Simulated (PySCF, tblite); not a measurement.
# C₂H₂F₂: changes of charge, electronic excitations, EPR parameters, part 1 of 2

Aim: compute the changes of charge, electronic excitations, EPR parameters of C₂H₂F₂ (`C=C(F)F`).

Computed with tblite 0.8.0 and PySCF 2.14.0 and routines of our own; the level stands in each step. Atoms count from 0.

### 1 The system as given

6 atoms, charge 0, multiplicity 1; geometry from: start built from the parent or by distance geometry.

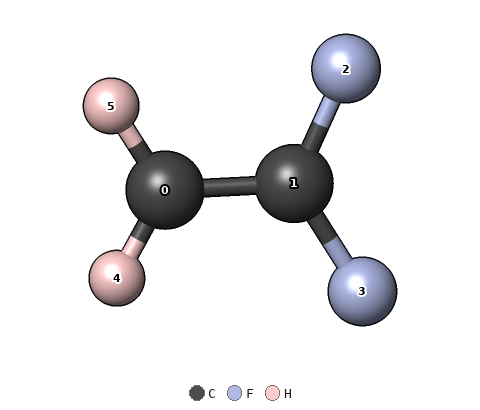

The starting geometry (carbon dark grey, fluorine light blue, hydrogen pink).

### 2 Relaxing the molecule with GFN2-xTB

Job settings and geometry (Å):

```
{"job": {"kind": "relax", "xc": "GFN2-xTB", "basis": "xTB"}, "charge": 0, "multiplicity": 1}
C      0.708700    -0.091000    -0.056600
C     -0.643400     0.093800     0.023800
F     -1.381300    -1.027700     0.114300
F     -1.160600     1.369900     0.057500
H      1.365300     0.745200    -0.095800
H      1.117600    -1.086100    -0.086400
```

Run with:

```console
> OMP_NUM_THREADS=1 python redox_run.py task.json out
```

The driver reads the jobs from task.json and runs them one after another.

Output:

```text
step      E/eV     max force
  0    -400.47895    3.323
  1    -400.62947    2.915
  2    -400.75592    1.145
  3    -400.83467    0.744
  4    -400.85316    0.432
  5    -400.86486    0.215
  6    -400.86624    0.153
  7    -400.86731    0.135
  8    -400.86825    0.118
  9    -400.86889    0.071
 10    -400.86908    0.033
 11    -400.86914    0.031
 12    -400.86922    0.035
 13    -400.86933    0.047
 14    -400.86942    0.038
 15    -400.86947    0.019
 16    -400.86949    0.013
 17    -400.86950    0.010
 18    -400.86950    0.006
```

Wall time 0.04 s (1 thread of Arm Neoverse V2, shared host).

Relaxation path:

```
step  energy from step 0 (eV)  largest force (eV/Å)
   0                   0.0000                3.3233
   1                  -0.1505                2.9153
   2                  -0.2770                1.1453
   3                  -0.3557                0.7442
   4                  -0.3742                0.4321
   5                  -0.3859                0.2152
   6                  -0.3873                0.1525
   7                  -0.3884                0.1350
   8                  -0.3893                0.1175
   9                  -0.3899                0.0715
  10                  -0.3901                0.0328
  11                  -0.3902                0.0313
  12                  -0.3903                0.0350
  13                  -0.3904                0.0472
  14                  -0.3905                0.0383
  15                  -0.3905                0.0188
  16                  -0.3905                0.0128
  17                  -0.3906                0.0105
  18                  -0.3906                0.0064
```

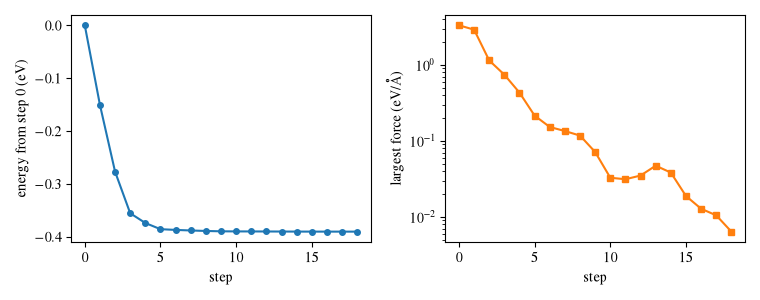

Energy and force, step by step.

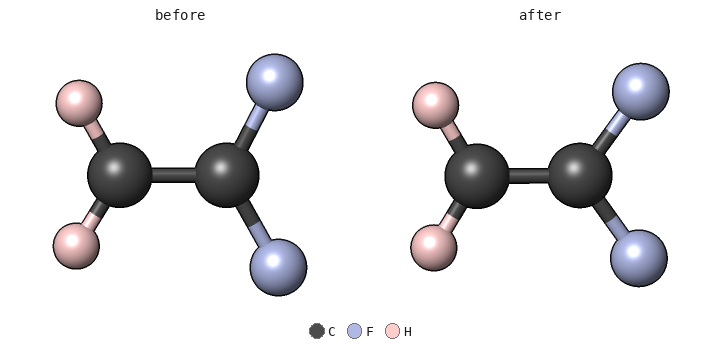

The geometry before (left) and after (right).

Distances of close pairs at the start and the end, largest changes first:

```
 bond  before (Å)  after (Å)  change (Å)
C0–C1       1.367      1.312      -0.055
C1–F3       1.377      1.326      -0.051
C1–F2       1.346      1.326      -0.019
C0–H4       1.064      1.072      +0.008
C0–H5       1.076      1.072      -0.004
```

The next job starts from the end point, and lists it.

### 3 Vibrational analysis with GFN2-xTB

Job settings and geometry (Å):

```
{"job": {"kind": "ir", "xc": "GFN2-xTB", "basis": "xTB"}, "charge": 0, "multiplicity": 1}
C      0.724629    -0.090670    -0.057545
C     -0.573983     0.073621     0.032749
F     -1.467747    -0.903451     0.103415
F     -1.199537     1.242179     0.067715
H      1.376849     0.758846    -0.111125
H      1.146034    -1.076546    -0.078359
```

Output:

```text
mode    cm-1     km/mol
  1     386.5      0.60
  2     474.3     14.17
  3     535.3     35.27
  4     714.5      0.00
  5     852.0     46.42
  6     917.0     98.31
  7     921.9     12.17
  8    1200.6    287.52
  9    1342.1      1.31
 10    1772.1    262.86
 11    3152.8      4.77
 12    3197.7      0.62
ZPE 92.513  H(298)-E 105.226  G(298)-E 25.484 kJ/mol  S 267.46 J/(mol K)
```

Wall time 0.08 s (1 thread of Arm Neoverse V2, shared host).

The strongest bands and the atoms that carry them (share of the mass-weighted mode):

```
cm⁻¹  km/mol                      atoms
 474    14.2  F2 39 %, F3 39 %, C0 11 %
 535    35.3                    C1 81 %
 852    46.4  H5 40 %, H4 40 %, C0 20 %
 917    98.3  F2 30 %, F3 30 %, C0 26 %
 922    12.2  H5 28 %, H4 27 %, C0 24 %
1201   287.5           C1 68 %, F3 10 %
1772   262.9           C1 59 %, C0 36 %
3153     4.8           H4 48 %, H5 48 %
```

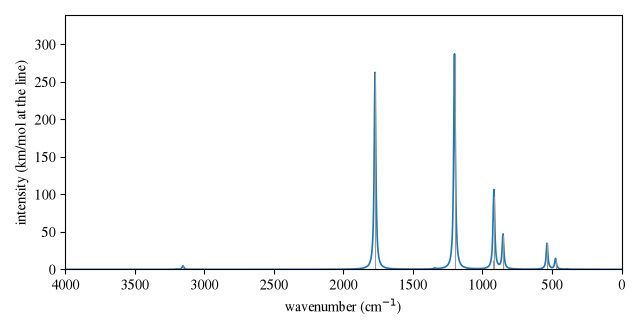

The infrared spectrum from these modes, unscaled. Lines are broadened to a width of 14 cm⁻¹ (Lorentzian).

### 4 Relaxing the molecule at PBE0-D3(BJ)/def2-SVP

The job, as its differences from that of step 3:

```diff
@@ -1,2 +1,2 @@
-{"job": {"kind": "ir", "xc": "GFN2-xTB", "basis": "xTB"}, "charge": 0, "multiplicity": 1}
+{"job": {"xc": "PBE0", "basis": "def2-SVP", "d3": "d3bj", "grid": 1, "kind": "geom"}, "charge": 0, "multiplicity": 1}
 C      0.724629    -0.090670    -0.057545
```

Output:

```text
step   0  E = -276.57616339  max force = 0.029748
step   1  E = -276.57362003  max force = 0.017218
step   2  E = -276.57601100  max force = 0.014686
step   3  E = -276.57670699  max force = 0.008202
step   4  E = -276.57709833  max force = 0.002275
step   5  E = -276.57712403  max force = 0.000548
step   6  E = -276.57712614  max force = 0.000129
optimisation converged
```

Run time: 7.4 s. Hardware: 1 thread of Arm Neoverse V2, shared host.

Along the way: (the energy doesn't fall at every step)

```
step  energy from step 0 (eV)  largest force component (eV/Å)
   0                   0.0000                          1.5297
   1                   0.0692                          0.8854
   2                   0.0041                          0.7552
   3                  -0.0148                          0.4218
   4                  -0.0254                          0.1170
   5                  -0.0261                          0.0282
   6                  -0.0262                          0.0066
```

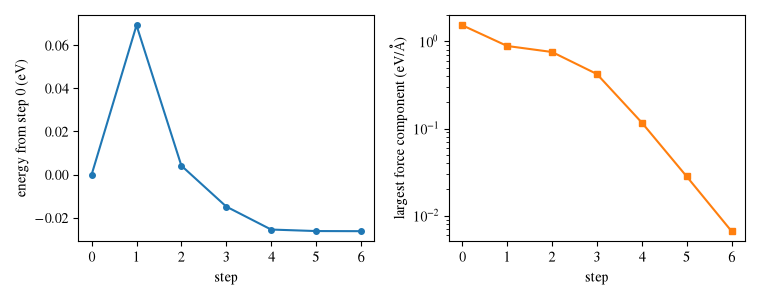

Energy and largest force along the relaxation.

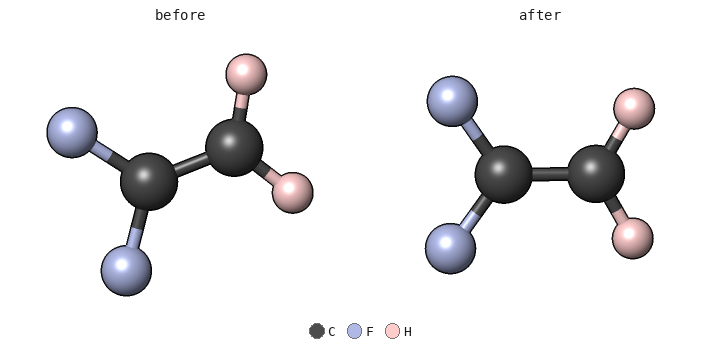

Before and after, at one scale.

Distances of close pairs at the start and the end, largest changes first:

```
 bond  before (Å)  after (Å)  change (Å)
C0–H4       1.072      1.088      +0.016
C0–H5       1.072      1.088      +0.016
C1–F2       1.326      1.310      -0.016
C1–F3       1.326      1.311      -0.015
C0–C1       1.312      1.324      +0.012
```

The end geometry stands in the next job.

```
                         at the end point                  value
  point group (found at 0.08 Å tolerance)                    C2v
rotational constants (GHz, main isotopes)  11.087, 10.473, 5.386
                        dipole moment (D)                   1.03
```

### 5 Harmonic vibrations (C₂H₂F₂): PBE0-D3(BJ)/def2-SVP

Job settings and geometry (Å):

```
{"job": {"xc": "PBE0", "basis": "def2-SVP", "d3": "d3bj", "grid": 2, "kind": "hessian"}, "charge": 0, "multiplicity": 1}
C      0.641440    -0.352771    -0.050300
C     -0.515665     0.285766     0.027303
F     -1.691030    -0.291100     0.083247
F     -0.654008     1.588556     0.060130
H      1.568383     0.215830    -0.092157
H      0.656608    -1.440685    -0.071912
```

Output:

```text
coarse grid: 5584 points
cycle   1  E = -276.4568349141  dE =  5.646e-01  |g| = 6.694e-01  |ddm| = 2.514e+00
cycle   2  E = -276.3690920113  dE =  8.774e-02  |g| = 9.435e-01  |ddm| = 1.110e+00
cycle   3  E = -276.5400994533  dE = -1.710e-01  |g| = 7.113e-02  |ddm| = 6.972e-01
cycle   4  E = -276.5411605567  dE = -1.061e-03  |g| = 3.769e-02  |ddm| = 1.101e-01
cycle   5  E = -276.5414526157  dE = -2.921e-04  |g| = 7.623e-03  |ddm| = 3.374e-02
cycle   6  E = -276.5414656364  dE = -1.302e-05  |g| = 1.826e-03  |ddm| = 7.537e-03
cycle   7  E = -276.5414664460  dE = -8.095e-07  |g| = 1.460e-04  |ddm| = 1.458e-03
final grid: 56368 points
cycle   8  E = -276.5771327197  dE = -1.294e-05  |g| = 4.429e-03  |ddm| = 1.254e-02
cycle   9  E = -276.5771304066  dE =  2.313e-06  |g| = 5.819e-03  |ddm| = 7.541e-03
cycle  10  E = -276.5771370795  dE = -6.673e-06  |g| = 6.581e-04  |ddm| = 4.422e-03
cycle  11  E = -276.5771371665  dE = -8.697e-08  |g| = 1.197e-04  |ddm| = 6.968e-04
cycle  12  E = -276.5771371690  dE = -2.457e-09  |g| = 6.357e-05  |ddm| = 1.483e-04
cycle  13  E = -276.5771371700  dE = -9.966e-10  |g| = 6.322e-06  |ddm| = 5.708e-05
cycle  14  E = -276.5771371700  dE = -9.209e-12  |g| = 7.592e-07  |ddm| = 5.591e-06
converged SCF energy = -276.5771371700

mode    cm-1
  1     441.3
  2     567.5
  3     652.9
  4     721.6
  5     821.0
  6     955.2
  7     974.1
  8    1382.9
  9    1388.8
 10    1824.0
 11    3223.5
 12    3340.3
ZPE 97.455  H(298)-E 109.633  G(298)-E 30.763 kJ/mol  S 264.53 J/(mol K)
```

It took 24 s on 1 thread of Arm Neoverse V2, shared host; peak memory 0.91 GiB.

Zero-point energy 97.45 kJ/mol (xTB gave 92.51).

### 6 Single point (C2H2F2): wB97X-D3(BJ)/ma-def2-TZVP

Geometry: PBE0-D3(BJ)/def2-SVP.

Job settings and geometry (Å):

```
{"job": {"kind": "sp", "xc": "wB97X", "basis": "ma-def2-TZVP", "d3": "d3bj", "grid": 2}, "charge": 0, "multiplicity": 1}
C      0.641440    -0.352771    -0.050300
C     -0.515665     0.285766     0.027303
F     -1.691030    -0.291100     0.083247
F     -0.654008     1.588556     0.060130
H      1.568383     0.215830    -0.092157
H      0.656608    -1.440685    -0.071912
```

Output:

```text
coarse grid: 5584 points
cycle   1  E = -277.1408801163  dE =  6.657e-01  |g| = 7.159e-01  |ddm| = 1.759e+00
cycle   2  E = -277.1479662039  dE = -7.086e-03  |g| = 7.576e-01  |ddm| = 6.768e-01
cycle   3  E = -277.2337155867  dE = -8.575e-02  |g| = 3.813e-02  |ddm| = 3.075e-01
cycle   4  E = -277.2340027152  dE = -2.871e-04  |g| = 1.828e-02  |ddm| = 3.891e-02
cycle   5  E = -277.2340721249  dE = -6.941e-05  |g| = 8.397e-03  |ddm| = 1.648e-02
cycle   6  E = -277.2340880727  dE = -1.595e-05  |g| = 1.097e-03  |ddm| = 6.523e-03
cycle   7  E = -277.2340889959  dE = -9.232e-07  |g| = 4.495e-04  |ddm| = 2.853e-03
final grid: 56368 points
cycle   8  E = -277.2338317647  dE = -4.060e-05  |g| = 6.646e-03  |ddm| = 2.689e-02
cycle   9  E = -277.2338317008  dE =  6.398e-08  |g| = 6.571e-03  |ddm| = 5.034e-03
cycle  10  E = -277.2338370206  dE = -5.320e-06  |g| = 4.007e-04  |ddm| = 2.352e-03
cycle  11  E = -277.2338370491  dE = -2.846e-08  |g| = 1.050e-04  |ddm| = 3.348e-04
cycle  12  E = -277.2338370520  dE = -2.892e-09  |g| = 1.164e-05  |ddm| = 9.858e-05
converged SCF energy = -277.2338370520
```

Wall time 3 s (1 thread of Arm Neoverse V2, shared host); peak memory 0.56 GiB.

### 7 Single point (C₂H₂F₂+ (doublet)): wB97X-D3(BJ)/ma-def2-TZVP

Geometry: PBE0-D3(BJ)/def2-SVP, that of another charge or spin state.

Job settings and geometry (Å):

```
{"job": {"kind": "sp", "xc": "wB97X", "basis": "ma-def2-TZVP", "d3": "d3bj", "grid": 2}, "charge": 1, "multiplicity": 2}
C      0.641440    -0.352771    -0.050300
C     -0.515665     0.285766     0.027303
F     -1.691030    -0.291100     0.083247
F     -0.654008     1.588556     0.060130
H      1.568383     0.215830    -0.092157
H      0.656608    -1.440685    -0.071912
```

Output:

```text
final grid: 56368 points
cycle   1  E = -276.8389681477  dE = -3.347e-02  |g| = 1.631e-01  |ddm| = 3.109e-01
cycle   2  E = -276.8443851857  dE = -5.417e-03  |g| = 1.250e-01  |ddm| = 1.609e-01
cycle   3  E = -276.8497604220  dE = -5.375e-03  |g| = 3.418e-02  |ddm| = 6.687e-02
cycle   4  E = -276.8500702334  dE = -3.098e-04  |g| = 3.640e-03  |ddm| = 1.298e-02
cycle   5  E = -276.8500906786  dE = -2.045e-05  |g| = 1.154e-03  |ddm| = 6.142e-03
cycle   6  E = -276.8500936621  dE = -2.984e-06  |g| = 7.299e-04  |ddm| = 2.098e-03
cycle   7  E = -276.8500943625  dE = -7.004e-07  |g| = 1.346e-04  |ddm| = 1.233e-03
cycle   8  E = -276.8500943998  dE = -3.721e-08  |g| = 3.089e-05  |ddm| = 3.308e-04
cycle   9  E = -276.8500944010  dE = -1.196e-09  |g| = 9.706e-06  |ddm| = 6.047e-05
converged SCF energy = -276.8500944010
```

It took 5.9 s on 1 thread of Arm Neoverse V2, shared host; peak memory 0.58 GiB.

### 8 Geometry optimisation with GFN2-xTB

This step treats C2H2F2+ (doublet), labelled `[CH2]C(F)=[F+]` (the label fixes atoms and charge, not where charge and spin sit).

Job settings and geometry (Å):

```
{"job": {"kind": "relax", "xc": "GFN2-xTB", "basis": "xTB"}, "charge": 1, "multiplicity": 2}
C      0.657700    -0.358900    -0.055600
C     -0.526400     0.294400     0.004300
F     -1.673600    -0.298700     0.086400
F     -0.656500     1.603200     0.039500
H      1.565200     0.212000    -0.080800
H      0.645600    -1.442400    -0.080700
```

Output:

```text
step      E/eV     max force
  0    -384.70408    2.759
  1    -384.76218    0.908
  2    -384.77410    0.196
  3    -384.77616    0.150
  4    -384.77971    0.152
  5    -384.78070    0.111
  6    -384.78144    0.060
  7    -384.78166    0.046
  8    -384.78176    0.034
  9    -384.78180    0.023
 10    -384.78183    0.013
 11    -384.78184    0.009
```

Run time: 0.03 s. Hardware: 1 thread of Arm Neoverse V2, shared host.

Step by step:

```
step  energy from step 0 (eV)  largest force (eV/Å)
   0                   0.0000                2.7590
   1                  -0.0581                0.9077
   2                  -0.0700                0.1958
   3                  -0.0721                0.1497
   4                  -0.0756                0.1515
   5                  -0.0766                0.1106
   6                  -0.0774                0.0602
   7                  -0.0776                0.0460
   8                  -0.0777                0.0336
   9                  -0.0777                0.0229
  10                  -0.0778                0.0126
  11                  -0.0778                0.0091
```

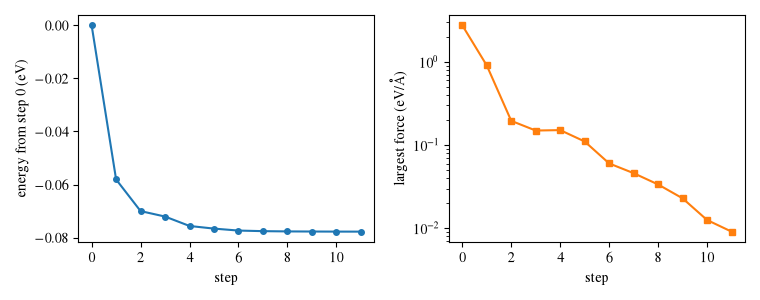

Energy and largest force along the relaxation.

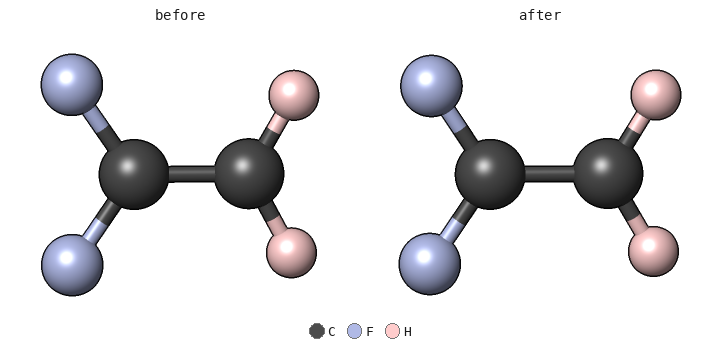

The geometry before (left) and after (right).

Distances of close pairs at the start and the end, largest changes first:

```
 bond  before (Å)  after (Å)  change (Å)
C1–F3       1.316      1.276      -0.039
C0–C1       1.354      1.389      +0.035
C0–H4       1.072      1.090      +0.018
C1–F2       1.294      1.277      -0.017
C0–H5       1.084      1.090      +0.006
```

The end geometry stands in the next job.

### 9 Vibrational analysis with GFN2-xTB

Job settings and geometry (Å):

```
{"job": {"kind": "ir", "xc": "GFN2-xTB", "basis": "xTB"}, "charge": 1, "multiplicity": 2}
C      0.653074    -0.357285    -0.054274
C     -0.560318     0.313792     0.019986
F     -1.688192    -0.281172     0.080176
F     -0.663342     1.585933     0.036607
H      1.592208     0.195039    -0.087088
H      0.678543    -1.446730    -0.082245
```

Output:

```text
mode    cm-1     km/mol
  1     299.4      0.09
  2     380.7      0.86
  3     509.9     34.94
  4     519.6      8.00
  5     878.3     72.87
  6     896.5      0.18
  7     952.5     65.18
  8    1255.5     21.35
  9    1348.0    249.79
 10    1473.0    139.48
 11    2971.4    139.06
 12    3008.0    128.36
ZPE 86.686  H(298)-E 100.178  G(298)-E 17.402 kJ/mol  S 277.63 J/(mol K)
```

Wall time 0.08 s (1 thread of Arm Neoverse V2, shared host).

The strongest bands and the atoms that carry them (share of the mass-weighted mode):

```
cm⁻¹  km/mol                               atoms
 510    34.9  F2 37 %, F3 36 %, C0 14 %, C1 11 %
 878    72.9           H5 35 %, H4 35 %, C0 26 %
 952    65.2           C0 30 %, F3 29 %, F2 28 %
1256    21.4                    H5 42 %, H4 42 %
1348   249.8           C1 71 %, F2 13 %, F3 13 %
1473   139.5                    C1 64 %, C0 26 %
2971   139.1                    H5 48 %, H4 47 %
3008   128.4           H4 45 %, H5 44 %, C0 11 %
```

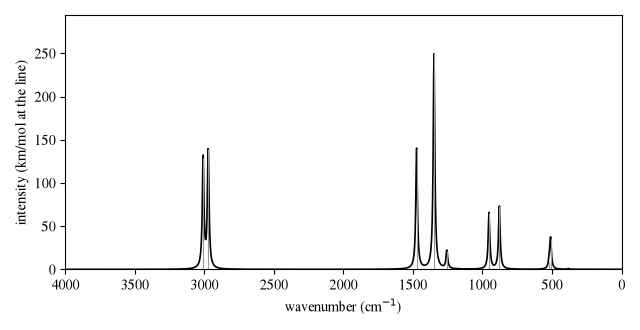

The infrared spectrum from these modes, unscaled. Lines are broadened to a width of 14 cm⁻¹ (Lorentzian).

### 10 Optimising the geometry at PBE0-D3(BJ)/def2-SVP

This step treats C₂H₂F₂+ (doublet), labelled `[CH2]C(F)=[F+]` (the label fixes atoms and charge, not where charge and spin sit).

The job, as its differences from that of step 9:

```diff
@@ -1,2 +1,2 @@
-{"job": {"kind": "ir", "xc": "GFN2-xTB", "basis": "xTB"}, "charge": 1, "multiplicity": 2}
+{"job": {"xc": "PBE0", "basis": "def2-SVP", "d3": "d3bj", "grid": 1, "kind": "geom"}, "charge": 1, "multiplicity": 2}
 C      0.653074    -0.357285    -0.054274
```

Output:

```text
step   0  E = -276.20916476  max force = 0.048049
step   1  E = -276.21101817  max force = 0.015454
step   2  E = -276.21121364  max force = 0.003496
step   3  E = -276.21120362  max force = 0.003316
step   4  E = -276.21125206  max force = 0.000468
step   5  E = -276.21125256  max force = 0.000163
optimisation converged
```

Run time: 9.2 s. Hardware: 1 thread of Arm Neoverse V2, shared host.

Along the way:

```
step  energy from step 0 (eV)  largest force component (eV/Å)
   0                   0.0000                          2.4708
   1                  -0.0504                          0.7947
   2                  -0.0558                          0.1798
   3                  -0.0555                          0.1705
   4                  -0.0568                          0.0241
   5                  -0.0568                          0.0084
```

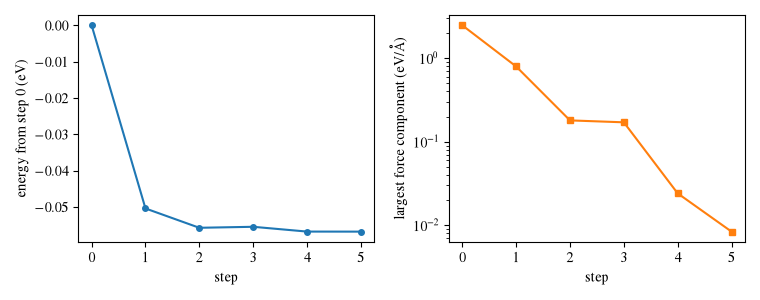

Energy and force, step by step.

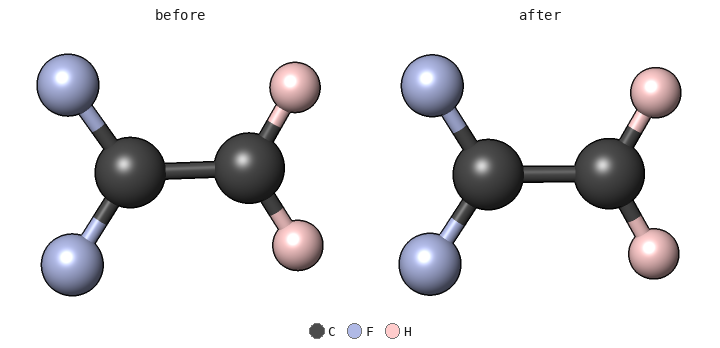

The geometry before (left) and after (right).

Distances of close pairs at the start and the end, largest changes first:

```
 bond  before (Å)  after (Å)  change (Å)
C0–C1       1.389      1.414      +0.026
C1–F2       1.277      1.253      -0.024
C1–F3       1.276      1.253      -0.024
C0–H4       1.090      1.096      +0.006
C0–H5       1.090      1.096      +0.006
```

The final coordinates are the input of the step that follows.

```
                         at the end point                  value
  point group (found at 0.08 Å tolerance)                    C2v
rotational constants (GHz, main isotopes)  11.357, 10.461, 5.445
                                     ⟨S²⟩                  0.752
```

### 11 Harmonic vibrations (C₂H₂F₂+ (doublet), [CH2]C(F)=[F+]): PBE0-D3(BJ)/def2-SVP

Job settings and geometry (Å):

```
{"job": {"xc": "PBE0", "basis": "def2-SVP", "d3": "d3bj", "grid": 2, "kind": "hessian"}, "charge": 1, "multiplicity": 2}
C      0.646728    -0.383169    -0.062899
C     -0.565366     0.339918     0.028283
F     -1.680927    -0.227807     0.079857
F     -0.595409     1.591862     0.061412
H      1.593546     0.166734    -0.103843
H      0.613542    -1.478007    -0.089768
```

Output:

```text
coarse grid: 5584 points
cycle   1  E = -276.0718506620  dE =  1.020e+00  |g| = 5.057e-01  |ddm| = 1.782e+00
cycle   2  E = -275.9727565016  dE =  9.909e-02  |g| = 7.667e-01  |ddm| = 8.341e-01
cycle   3  E = -276.1753028434  dE = -2.025e-01  |g| = 6.750e-02  |ddm| = 4.898e-01
cycle   4  E = -276.1767037180  dE = -1.401e-03  |g| = 1.666e-02  |ddm| = 5.894e-02
cycle   5  E = -276.1768077148  dE = -1.040e-04  |g| = 6.572e-03  |ddm| = 2.155e-02
cycle   6  E = -276.1768321814  dE = -2.447e-05  |g| = 1.251e-03  |ddm| = 7.171e-03
cycle   7  E = -276.1768333946  dE = -1.213e-06  |g| = 3.642e-04  |ddm| = 1.509e-03
final grid: 56368 points
cycle   8  E = -276.2112755335  dE = -1.081e-05  |g| = 2.086e-03  |ddm| = 6.268e-03
cycle   9  E = -276.2112748220  dE =  7.115e-07  |g| = 2.626e-03  |ddm| = 3.657e-03
cycle  10  E = -276.2112776454  dE = -2.823e-06  |g| = 4.101e-04  |ddm| = 1.995e-03
cycle  11  E = -276.2112777008  dE = -5.544e-08  |g| = 6.657e-05  |ddm| = 2.926e-04
cycle  12  E = -276.2112777032  dE = -2.390e-09  |g| = 5.658e-05  |ddm| = 1.063e-04
cycle  13  E = -276.2112777047  dE = -1.456e-09  |g| = 1.501e-05  |ddm| = 5.206e-05
cycle  14  E = -276.2112777048  dE = -1.132e-10  |g| = 9.099e-06  |ddm| = 2.066e-05
cycle  15  E = -276.2112777048  dE = -3.962e-11  |g| = 1.159e-06  |ddm| = 9.072e-06
converged SCF energy = -276.2112777048

mode    cm-1
  1     368.6
  2     421.6
  3     599.7
  4     641.0
  5     894.0
  6     992.7
  7     993.2
  8    1402.9
  9    1613.6
 10    1638.4
 11    3167.0
 12    3308.4
ZPE 95.948  H(298)-E 108.681  G(298)-E 27.202 kJ/mol  S 273.28 J/(mol K)
```

Run time: 48 s. Hardware: 1 thread of Arm Neoverse V2, shared host; peak memory 1 GiB.

Zero-point energy 95.95 kJ/mol (xTB gave 86.69).

(Continued in part 2 of 2.)
